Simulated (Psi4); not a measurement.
**DSD-PBEP86/cc-pVDZ (density fitting for correlation) run of Si2H6O (disiloxane)**

Aim: the energy change on altering one bond length of Si2H6O (disiloxane) at DSD-PBEP86/cc-pVDZ (density fitting for correlation), from 2 runs. 

The results are computed with Psi4 1.11.

3 further runs of the same task are left out: 1 that didn't finish, 2 set aside as unsound or not needed.

### 1 The structure to begin with

Si2H6O has 9 atoms, charge 0, and is taken as a singlet. SMILES: `[SiH3]O[SiH3]`. Geometry: relaxed at PBE0-D4/def2-TZVP.

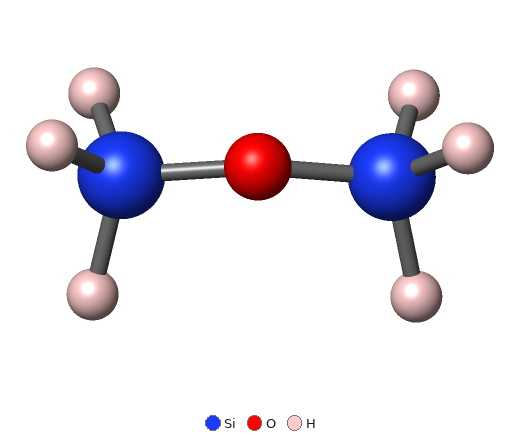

The structure, seen from a chosen angle (silicon blue, oxygen red, hydrogen pink).

### 2 A single-point energy at DSD-PBEP86/cc-pVDZ (density fitting for correlation)

Input file job.py:

```python
import psi4

psi4.set_memory(1600000000)
psi4.set_num_threads(1)
psi4.core.set_output_file('psi4.out', False)

m = psi4.geometry("""
0 1
Si    -1.34225357     1.98923910    -1.73764097
O      0.80417295     0.17194618    -0.46370100
Si     1.46561489    -1.96306640     1.66626601
H     -3.37745081     0.42817415    -2.88307956
H     -0.11459299     3.53836099    -3.72317621
H     -2.46830357     3.67128433     0.21038321
H      4.20326113    -2.53814785     1.51179980
H     -0.01759335    -4.30026077     1.18822199
H      0.84714532    -0.99752973     4.23092672
units au
symmetry c1
""")

psi4.set_options({
    'basis': 'cc-pVDZ',
    'puream': True,
    'e_convergence': 1e-09,
    'd_convergence': 1e-08,
    'scf_type': 'pk',
    'dft_radial_points': 99,
    'dft_spherical_points': 590,
    'num_frozen_docc': 11,
})

e = psi4.energy('dsd-pbep86', molecule=m)
print(f'dsd-pbep86 energy: {e:.10f} Eh')
```

Command:

```sh
$ python job.py
```

psi4.out:

```text
[...]
  Running in c1 symmetry.
[...]
  Nuclear repulsion =  159.419028903609188
[...]
  Multiplicity = 1
[...]
  Nalpha       = 21
  Nbeta        = 21
[...]
    Number of basis functions: 80
[...]
   @RKS iter   1:  -656.83209794371169   -6.35401e-01   5.69181e-03 ADIIS/DIIS
[...]
   @RKS iter   9:  -656.92062103289970   -1.94404e-11   6.80093e-09 DIIS
[...]
    Orbital Energies [Eh]
    ---------------------
    Doubly Occupied:
       1A    -67.884996     2A    -67.884996     3A    -20.064631
       4A     -5.867802     5A     -5.867774     6A     -4.059475
       7A     -4.059464     8A     -4.057231     9A     -4.057227
      10A     -4.057224    11A     -4.057220    12A     -1.230582
      13A     -0.734024    14A     -0.628559    15A     -0.540830
      16A     -0.530008    17A     -0.529530    18A     -0.440588
      19A     -0.440236    20A     -0.403967    21A     -0.400113
[...]
  @RKS Final Energy:  -656.92062103289970
   => Energetics <=
    Nuclear Repulsion Energy =            159.4190289036091883
    One-Electron Energy =               -1226.4406826967051529
    Two-Electron Energy =                 425.0796415285746548
    DFT Exchange-Correlation Energy =     -14.9786087683784164
    Empirical Dispersion Energy =           0.0000000000000000
    VV10 Nonlocal Energy =                  0.0000000000000000
    Total Energy =                       -656.9206210328997031
[...]
 Multipole Moments:
 ------------------------------------------------------------------------------------
     Multipole            Electronic (a.u.)      Nuclear  (a.u.)        Total (a.u.)
 ------------------------------------------------------------------------------------
 L = 1.  Multiply by 2.5417464519 to convert [e a0] to [Debye]
 Dipole X            :          0.9081921           -1.0486308           -0.1404387
 Dipole Y            :          0.1942102           -0.2239048           -0.0296946
 Dipole Z            :         -0.5236946            0.6050292            0.0813346
 Magnitude           :                                                    0.1649852
[...]
```

Standard output:

```text
dsd-pbep86 energy: -657.1297985263 Eh
```

Run time: 14 s. Hardware: 1 thread of Intel Xeon 6975P-C (Granite Rapids), shared host; peak memory 0.91 GiB.

### 3 The distorted shape at the same level

Input file calc.inp:

```
memory 1600 MB

molecule molecule1 {
  0 1
  Si
  O 1 r2
  Si 2 r3 1 a3
  H 1 r4 2 a4 3 d4
  H 1 r5 4 a5 2 d5
  H 1 r6 5 a6 4 d6
  H 3 r7 2 a7 1 d7
  H 3 r8 7 a8 2 d8
  H 3 r9 7 a9 8 d9

  r2 = 1.8789
  r3 = 1.633825
  a3 = 147.20399
  r4 = 1.486506
  a4 = 110.17127
  d4 = -62.13547
  r5 = 1.482573
  a5 = 109.61905
  d5 = 119.02727
  r6 = 1.486608
  a6 = 109.63374
  d6 = -119.57661
  r7 = 1.482573
  a7 = 108.25491
  d7 = -177.98106
  r8 = 1.486499
  a8 = 109.61973
  d8 = 120.20271
  r9 = 1.486625
  a9 = 109.63335
  d9 = 119.57622
  symmetry c1
}

set globals {
  basis                cc-pVDZ
  puream               true
  e_convergence        1e-09
  d_convergence        1e-08
  scf_type             pk
  dft_radial_points    99
  dft_spherical_points 590
  num_frozen_docc      11
}

energy("dsd-pbep86")
```

Command:

```sh
$ psi4 -i calc.inp -o calc.out -n 1
```

calc.out:

```text
[...]
  Running in c1 symmetry.
[...]
  Nuclear repulsion =  151.324135108828528
[...]
  Multiplicity = 1
[...]
  Nalpha       = 21
  Nbeta        = 21
[...]
    Number of basis functions: 80
[...]
   @RKS iter   1:  -656.80719163683364   -8.66934e-01   5.80674e-03 DIIS/ADIIS
[...]
   @RKS iter  10:  -656.90194258767053   -7.50333e-12   4.04562e-09 DIIS
[...]
    Orbital Energies [Eh]
    ---------------------
    Doubly Occupied:
       1A    -67.914122     2A    -67.869557     3A    -20.050294
       4A     -5.891913     5A     -5.851969     6A     -4.082648
       7A     -4.081759     8A     -4.081751     9A     -4.043479
      10A     -4.041541    11A     -4.041525    12A     -1.175538
      13A     -0.703239    14A     -0.632284    15A     -0.515374
      16A     -0.496898    17A     -0.496818    18A     -0.449183
      19A     -0.448540    20A     -0.391913    21A     -0.387507
[...]
  @RKS Final Energy:  -656.90194258767053
   => Energetics <=
    Nuclear Repulsion Energy =            151.3241351088285285
    One-Electron Energy =               -1210.5274362744075916
    Two-Electron Energy =                 417.2554678764154801
    DFT Exchange-Correlation Energy =     -14.9541092985070616
    Empirical Dispersion Energy =           0.0000000000000000
    VV10 Nonlocal Energy =                  0.0000000000000000
    Total Energy =                       -656.9019425876706464
[...]
 Multipole Moments:
 ------------------------------------------------------------------------------------
     Multipole            Electronic (a.u.)      Nuclear  (a.u.)        Total (a.u.)
 ------------------------------------------------------------------------------------
 L = 1.  Multiply by 2.5417464519 to convert [e a0] to [Debye]
 Dipole X            :          0.0001358           -0.0006819           -0.0005461
 Dipole Y            :          1.0987195           -1.1811055           -0.0823859
 Dipole Z            :         -0.1666990           -0.4895469           -0.6562459
 Magnitude           :                                                    0.6613973
[...]
```

Run time: 15 s. Hardware: 1 thread of Intel Xeon 6975P-C (Granite Rapids), shared host; peak memory 0.9 GiB.

### 4 Outcome

At DSD-PBEP86/cc-pVDZ (density fitting for correlation), 11 core orbitals frozen:

```
                                                          quantity          value
                                         first shape: total energy  -657.12980 Eh
                    first shape: HOMO energy (SCF part's orbitals)      -10.89 eV
                    first shape: LUMO energy (SCF part's orbitals)        2.23 eV
                  first shape: HOMO–LUMO gap (SCF part's orbitals)       13.12 eV
                                     distorted shape: total energy  -657.11471 Eh
                distorted shape: HOMO energy (SCF part's orbitals)      -10.54 eV
                distorted shape: LUMO energy (SCF part's orbitals)        1.76 eV
              distorted shape: HOMO–LUMO gap (SCF part's orbitals)       12.31 eV
energy change with the Si1–O2 bond stretched from 1.634 to 1.879 Å       0.411 eV
```

With the Si1–O2 bond stretched from 1.634 to 1.879 Å the energy rises by 0.41 eV (39.6 kJ/mol). The first shape isn't relaxed at this level, so the change isn't measured from a minimum.
